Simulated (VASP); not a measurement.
Band structure of TiCo (CsCl type). Method: rev-vdW-DF2, VASP's PBE PAW potentials (set 64) (plane waves; VASP).

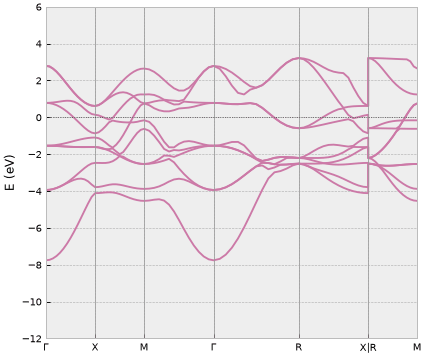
*Bands along high-symmetry lines, zero at the valence-band maximum or, without a gap, the Fermi level*

Problem. Read the plot: is there a gap, and where are the band edges?

Solution. It has no gap at this level: it comes out as a metal or semimetal. (Edges off the drawn lines would not show.)

The compound is TiCo in the CsCl type structure. It was relaxed first. The run is not spin-polarised, so no magnetic state was tried. The electron count is odd and the run is not spin-polarised, which forces a metal.
